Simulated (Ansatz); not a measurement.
# [O2]− (superoxide) at UBHLYP/STO-3G

Aim: the vertical doublet–quartet gap of [O2]− (superoxide) at UBHLYP/STO-3G, from 2 runs. 

The calculation is run with Ansatz 0.2.0.

17 further runs of the same task are left out: 13 that didn't finish, 4 set aside as unsound or not needed.

### 1 The structure to begin with

[O2]−: 2 atoms, total charge -1, spin state doublet. SMILES: `[O][O-]`. The coordinates come from a GFN2-xTB relaxation.

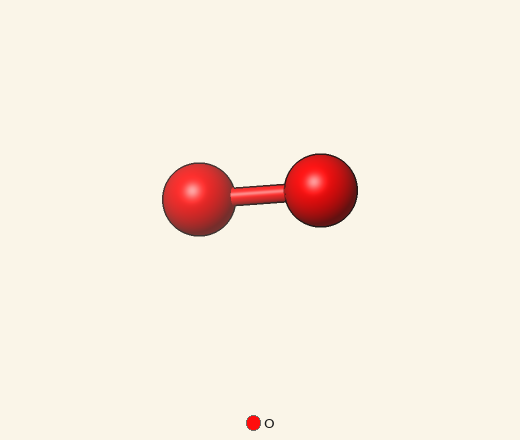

Viewed from a chosen angle; oxygen red.

### 2 The energy at UBHLYP/STO-3G

The input, run.yaml:

```yaml
crystal:
  periodic: [false, false, false]
  atoms:
    - {symbol: O, position_ang: [0.000000, 0.000000, 0.000000]}
    - {symbol: O, position_ang: [0.000000, 0.000000, 1.341480]}
basis:
  gaussian:
    orbitals: STO-3G
total_charge: -1
magnetization:
  spin_polarized: true
  initial_magnetization: 1
hamiltonian:
  xc: {name: BHLYP}
accuracy: high
```

Run with:

```bash
$ ansatz run run.yaml --threads 1 --pin off --max-ram 2610MiB --events-out events.jsonl --progress --plain --runs-dir runs
```

The log of the run:

```text
Warning: RAYON_NUM_THREADS=1 ignored (pool sized by the plan → 1); use --threads N
Functional definition: BHLYP
  name "BHLYP"
  parameter a = 0.5
  exchange = (1 - a)*b88_x + a*exact_x
  correlation = lyp_c
149 factors; integrals over basis functions are off by at most 4.1e-8 eV
mean field evaluation 1: about -4027.0421 eV, gradient 4.6e0 eV
mean field evaluation 2: about -4027.1743 eV, gradient 3.3e-1 eV
mean field evaluation 4: about -4027.2119 eV, gradient 1.7e-1 eV
mean field evaluation 8: about -4027.2122 eV, gradient 1.1e-4 eV
mean field -4027.21215360 eV, -147.9973169024 hartree, gradient 2.2e-9 eV, S^2 0.750325; 0 other end points of the search recorded, 0 dependent functions left out
reference -4027.21216273 eV, -147.9973172377 hartree; 9, 8 occupied and 1, 2 virtual orbitals, 149 factors
Total energy: -4027.21216273 eV, -147.9973172377 hartree
```

Run time: 0.5 s. Hardware: 1 thread of Arm Neoverse V1, shared host.

### 3 The quartet at the same level

The input, in.yaml:

```yaml
basis:
  gaussian: {orbitals: STO-3G}
crystal:
  periodic: [false, false, false]
  atoms:
    - {symbol: O, position_ang: [0.000000, 0.000000, 0.000000]}
    - {symbol: O, position_ang: [0.000000, 0.000000, 1.341480]}
total_charge: -1
magnetization: {spin_polarized: true, initial_magnetization: 3}
hamiltonian: {xc: {name: BHLYP}}
accuracy: high
```

Run with:

```bash
$ ansatz run in.yaml --threads 1 --pin off --max-ram 2610MiB --events-out events.jsonl --progress --plain --runs-dir runs
```

The log of the run:

```text
Warning: RAYON_NUM_THREADS=1 ignored (pool sized by the plan → 1); use --threads N
Functional definition: BHLYP
  name "BHLYP"
  parameter a = 0.5
  exchange = (1 - a)*b88_x + a*exact_x
  correlation = lyp_c
149 factors; integrals over basis functions are off by at most 4.1e-8 eV
mean field evaluation 1: about -4019.5615 eV, gradient 4.4e-1 eV
mean field evaluation 2: about -4019.5618 eV, gradient 2.6e-2 eV
mean field evaluation 4: about -4019.7167 eV, gradient 1.1e-3 eV
mean field evaluation 8: about -4019.7167 eV, gradient 1.2e-8 eV
mean field -4019.71674024 eV, -147.7218655418 hartree, gradient 3.5e-9 eV, S^2 3.750000; 1 other end points of the search recorded, 0 dependent functions left out
reference -4019.71674951 eV, -147.7218658825 hartree; 10, 7 occupied and 0, 3 virtual orbitals, 149 factors
Total energy: -4019.71674951 eV, -147.7218658825 hartree
```

It took 0.5 s on 1 thread of Arm Neoverse V1, shared host.

### 4 Summary of results

At UBHLYP/STO-3G:

| quantity | value |
| --- | --- |
| doublet: total energy | -147.99732 Eh |
| doublet: ⟨S²⟩ | 0.750 |
| quartet: total energy | -147.72187 Eh |
| quartet: ⟨S²⟩ | 3.750 |
| vertical energy of the quartet above the doublet | 7.495 eV |

What this shows: At this shape the quartet lies 7.50 eV (723 kJ/mol) above the doublet. For an anion a state so high probably lies above electron detachment. In a minimal basis such a difference can be off by several eV, whatever the method.
